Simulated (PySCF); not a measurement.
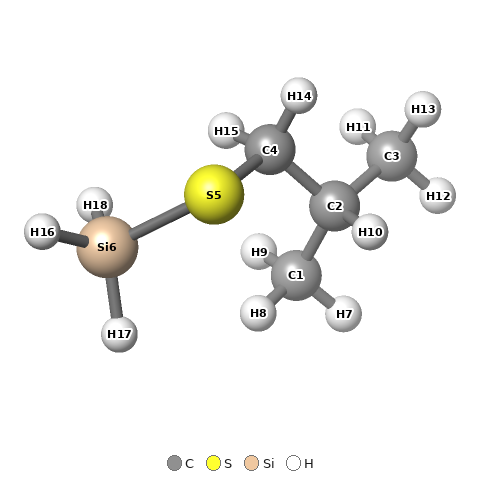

The molecule: C₄H₁₂SSi, SMILES CC(C)CS[SiH3].

GIAO shifts, PBE0/pcSseg-1 with PySCF, at a GFN2-xTB geometry (no frequency check), against TMS for ²⁹Si computed at the same level. Gas phase, fully decoupled, line heights follow the number of nuclei, widths are arbitrary (no quadrupolar broadening); values of one conformer, averaged over nuclei that symmetry or rotation about single bonds exchange, these motions taken as fast; other conformers aren't averaged in.

Which ²⁹Si signals does it give?

Answer. 1 signal.


```csv
δ (ppm),nuclei,atoms
−40.6,1,Si6
```

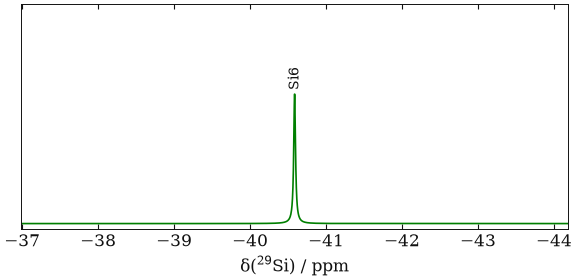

Known limits of this run: the tight-binding geometry is rougher than a DFT one and adds to the error.
